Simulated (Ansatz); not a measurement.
# SiNH4F (SMILES N[SiH2]F): levels of theory compared

We compute a comparison of 6 runs (BLYP/aug-cc-pVDZ, SVWN5/aug-cc-pVDZ, r2SCAN0/aug-cc-pVDZ, wB97M-V/aug-cc-pVDZ, wB97X/aug-cc-pVDZ, MP2/aug-cc-pVDZ) of SiNH4F. 

Program for the calculation: Ansatz 0.2.0.

67 further runs of the same task are left out: 67 set aside as unsound or not needed.

**1. The molecule**

SiNH4F: 7 atoms, total charge 0, spin state singlet. SMILES: `N[SiH2]F`. The N1–H5 distance was set to 1.308 Å, away from the relaxed value.

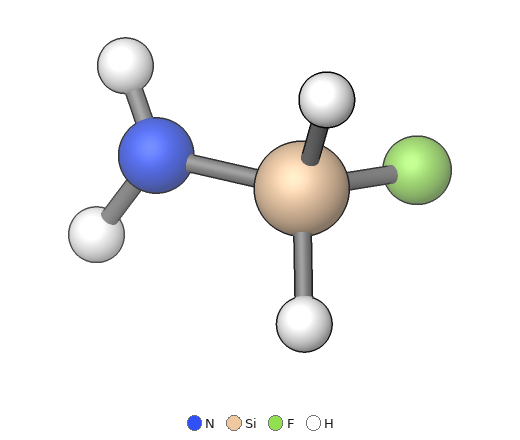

The structure, seen from a chosen angle (nitrogen blue, silicon light orange, fluorine green, hydrogen white).

**2. A single-point energy at BLYP/aug-cc-pVDZ (run 1)**

Input file in.yaml:

```yaml
crystal:
  periodic: [false, false, false]
  atoms:
    - {symbol: N, position_ang: [-0.485305, 0.286653, -0.735234]}
    - {symbol: Si, position_ang: [0.807295, -0.168047, 0.263366]}
    - {symbol: F, position_ang: [0.791295, -1.706247, 0.719766]}
    - {symbol: H, position_ang: [-0.510405, 0.052753, -1.713634]}
    - {symbol: H, position_ang: [-1.682200, 0.513500, -0.258400]}
    - {symbol: H, position_ang: [0.732095, 0.623853, 1.510666]}
    - {symbol: H, position_ang: [2.065595, 0.015653, -0.492334]}
basis:
  gaussian:
    orbitals: aug-cc-pVDZ
hamiltonian:
  xc: {name: BLYP}
accuracy: high
output: {orbitals: {seedname: orbitals}}
```

On the command line:

```sh
$ ansatz run in.yaml --threads 1 --pin off --max-ram 3480MiB --events-out events.jsonl --progress --plain --runs-dir runs
```

What it wrote:

```text
Warning: RAYON_NUM_THREADS=1 ignored (pool sized by the plan → 1); use --threads N
Functional definition: BLYP
  name "BLYP"
  parameter beta = 0.0042
  parameter a = 0.04918
  parameter b = 0.132
  parameter c = 0.2533
  parameter d = 0.349
  exchange = b88_x(beta = beta)
  correlation = lyp_c(a = a, b = b, c = c, d = d)
2237 factors; integrals over basis functions are off by at most 3.7e-9 eV
mean field evaluation 1: about -12137.9169 eV, gradient 7.9e1 eV
mean field evaluation 2: about -12081.2560 eV, gradient 1.5e2 eV
mean field evaluation 4: about -12149.8920 eV, gradient 1.5e1 eV
mean field evaluation 8: about -12150.2911 eV, gradient 5.1e-1 eV
mean field evaluation 16: about -12150.2918 eV, gradient 4.8e-5 eV
mean field -12150.29184893 eV, -446.5149896845 hartree, gradient 5.7e-8 eV, S^2 0.000000; 0 other end points of the search recorded, 0 dependent functions left out
reference -12150.29191609 eV, -446.5149921526 hartree; 17, 17 occupied and 92, 92 virtual orbitals, 2237 factors
Total energy: -12150.29191609 eV, -446.5149921526 hartree
```

Wall time 5.4 s (1 thread of Intel Xeon 6975P-C (Granite Rapids), shared host); peak memory 0.32 GiB.

**3. The energy at SVWN5/aug-cc-pVDZ (run 2)**

Input file job.yaml:

```yaml
crystal:
  periodic: [false, false, false]
  atoms:
    - {symbol: N, position_ang: [-0.485305, 0.286653, -0.735234]}
    - {symbol: Si, position_ang: [0.807295, -0.168047, 0.263366]}
    - {symbol: F, position_ang: [0.791295, -1.706247, 0.719766]}
    - {symbol: H, position_ang: [-0.510405, 0.052753, -1.713634]}
    - {symbol: H, position_ang: [-1.682200, 0.513500, -0.258400]}
    - {symbol: H, position_ang: [0.732095, 0.623853, 1.510666]}
    - {symbol: H, position_ang: [2.065595, 0.015653, -0.492334]}
basis:
  gaussian: {orbitals: aug-cc-pVDZ}
hamiltonian: {xc: {name: SVWN5}}
output: {orbitals: {seedname: orbitals}}
accuracy: high
```

On the command line:

```sh
$ ansatz run job.yaml --threads 1 --pin off --max-ram 3480MiB --events-out events.jsonl --progress --plain --runs-dir runs
```

What it wrote:

```text
Warning: RAYON_NUM_THREADS=1 ignored (pool sized by the plan → 1); use --threads N
Functional definition: SVWN5
  name "SVWN5"
  exchange = slater_x
  correlation = vwn5_c
2237 factors; integrals over basis functions are off by at most 3.7e-9 eV
mean field evaluation 1: about -12078.0327 eV, gradient 7.5e1 eV
mean field evaluation 2: about -12028.0183 eV, gradient 1.4e2 eV
mean field evaluation 4: about -12089.0483 eV, gradient 1.7e1 eV
mean field evaluation 8: about -12089.4877 eV, gradient 5.3e-1 eV
mean field evaluation 16: about -12089.4885 eV, gradient 3.2e-5 eV
mean field -12089.48852844 eV, -444.2805088706 hartree, gradient 6.4e-8 eV, S^2 0.000000; 0 other end points of the search recorded, 0 dependent functions left out
reference -12089.48853732 eV, -444.2805091969 hartree; 17, 17 occupied and 92, 92 virtual orbitals, 2237 factors
Total energy: -12089.48853732 eV, -444.2805091969 hartree
```

Wall time 3.3 s (1 thread of Intel Xeon 6975P-C (Granite Rapids), shared host); peak memory 0.31 GiB.

**4. The energy at r2SCAN0/aug-cc-pVDZ (run 3)**

Input file molecule.yaml:

```yaml
crystal:
  periodic: [false, false, false]
  atoms:
    - symbol: N
      position_ang: [-0.485305, 0.286653, -0.735234]
    - symbol: Si
      position_ang: [0.807295, -0.168047, 0.263366]
    - symbol: F
      position_ang: [0.791295, -1.706247, 0.719766]
    - symbol: H
      position_ang: [-0.510405, 0.052753, -1.713634]
    - symbol: H
      position_ang: [-1.682200, 0.513500, -0.258400]
    - symbol: H
      position_ang: [0.732095, 0.623853, 1.510666]
    - symbol: H
      position_ang: [2.065595, 0.015653, -0.492334]
basis:
  gaussian:
    orbitals: aug-cc-pVDZ
hamiltonian:
  xc: {name: r2SCAN0}
accuracy: high
output:
  orbitals: {seedname: orbitals}
```

On the command line:

```sh
$ ansatz run molecule.yaml --threads 1 --pin off --max-ram 3480MiB --events-out events.jsonl --progress --plain --runs-dir runs
```

What it wrote:

```text
Warning: RAYON_NUM_THREADS=1 ignored (pool sized by the plan → 1); use --threads N
Functional definition: r2SCAN0
  name "r2SCAN0"
  parameter a = 0.25
  parameter k0 = 0.174
  parameter k1 = 0.065
  parameter a1 = 4.9479
  exchange = (1 - a)*r2scan_x(k0 = k0, k1 = k1, a1 = a1) + a*exact_x
  correlation = r2scan_c
2237 factors; integrals over basis functions are off by at most 3.7e-9 eV
mean field evaluation 1: about -12141.0279 eV, gradient 5.9e1 eV
mean field evaluation 2: about -12132.5147 eV, gradient 8.2e1 eV
mean field evaluation 4: about -12147.7283 eV, gradient 4.5e0 eV
mean field evaluation 8: about -12147.8271 eV, gradient 1.3e-1 eV
mean field evaluation 16: about -12147.8271 eV, gradient 6.6e-6 eV
mean field -12147.82710958 eV, -446.4244121843 hartree, gradient 4.8e-8 eV, S^2 0.000000; 0 other end points of the search recorded, 0 dependent functions left out
reference -12147.82711229 eV, -446.4244122838 hartree; 17, 17 occupied and 92, 92 virtual orbitals, 2237 factors
Total energy: -12147.82711229 eV, -446.4244122838 hartree
```

Wall time 8.1 s (1 thread of Intel Xeon 6975P-C (Granite Rapids), shared host); peak memory 0.44 GiB.

Runs 4 to 5 aren't shown in full; the table further down has their settings and results.

**5. A single-point energy at MP2/aug-cc-pVDZ (run 6)**

Input file run.yaml:

```yaml
crystal:
  periodic: [false, false, false]
  atoms:
    - {symbol: N, position_ang: [-0.485305, 0.286653, -0.735234]}
    - {symbol: Si, position_ang: [0.807295, -0.168047, 0.263366]}
    - {symbol: F, position_ang: [0.791295, -1.706247, 0.719766]}
    - {symbol: H, position_ang: [-0.510405, 0.052753, -1.713634]}
    - {symbol: H, position_ang: [-1.682200, 0.513500, -0.258400]}
    - {symbol: H, position_ang: [0.732095, 0.623853, 1.510666]}
    - {symbol: H, position_ang: [2.065595, 0.015653, -0.492334]}
basis:
  gaussian:
    orbitals: aug-cc-pVDZ
correlation:
  method: mp2
  frozen_orbitals: {F: 1, H: 0, "N": 1, Si: 5}
accuracy: high
```

On the command line:

```sh
$ ansatz run run.yaml --threads 1 --pin off --max-ram 3480MiB --events-out events.jsonl --progress --plain --runs-dir runs
```

What it wrote:

```text
Warning: RAYON_NUM_THREADS=1 ignored (pool sized by the plan → 1); use --threads N
Functional definition: HF
  name "HF"
  exchange = exact_x
  correlation = 0
2237 factors; integrals over basis functions are off by at most 3.7e-9 eV
mean field evaluation 1: about -12111.4194 eV, gradient 3.9e1 eV
mean field evaluation 2: about -12111.4476 eV, gradient 3.9e1 eV
mean field evaluation 4: about -12114.6906 eV, gradient 2.5e0 eV
mean field evaluation 8: about -12114.7222 eV, gradient 2.3e-1 eV
mean field -12114.72246257 eV, -445.2078388455 hartree, gradient 2.6e-8 eV, S^2 0.000000; 0 other end points of the search recorded, 0 dependent functions left out
7 core orbitals not correlated: weight in the atoms' cores, before any rotation towards them, 1.000 or more for the frozen orbitals, at most 0.000 for the correlated occupied ones
reference -12114.72246257 eV, -445.2078388455 hartree; 10, 10 occupied and 92, 92 virtual orbitals, 2237 factors
second order -13.69390125 eV of doubles, -0.00000000 eV of singles
Total energy: -12128.41636381 eV, -445.7110804342 hartree
```

Run time: 2.9 s. Hardware: 1 thread of Intel Xeon 6975P-C (Granite Rapids), shared host; peak memory 0.33 GiB.

**6. Overview of the runs**

```csv
run,level,frozen core orbitals,energy (Eh),HOMO energy (eV),LUMO energy (eV),HOMO–LUMO gap (eV),wall time
1,BLYP/aug-cc-pVDZ,–,-446.514992,-6.45,-1.73,4.72,5.4 s
2,SVWN5/aug-cc-pVDZ,–,-444.280509,-6.70,-1.79,4.91,3.3 s
3,r2SCAN0/aug-cc-pVDZ,–,-446.424412,-8.23,-0.55,7.68,8.1 s
4,wB97M-V/aug-cc-pVDZ,–,-446.478064,-10.47,0.14,10.61,29 s
5,wB97X/aug-cc-pVDZ,–,-446.506788,-10.53,0.82,11.34,16 s
6,MP2/aug-cc-pVDZ,7,-445.711080,–,–,–,2.9 s
```

**7. Outcome**

| quantity | value |
| --- | --- |
| run 6: total energy | -445.71108 Eh |
| run 6: correlation energy (7 core orbitals frozen) | -503.2 mEh |

What this shows: Over runs 1, 2, 3, 4, 5 the HOMO–LUMO gap runs from 4.72 eV (BLYP/aug-cc-pVDZ) to 11.34 eV (wB97X/aug-cc-pVDZ). Totals of different functionals can't be ranked against each other. All runs together took 64 s, the longest 29 s.
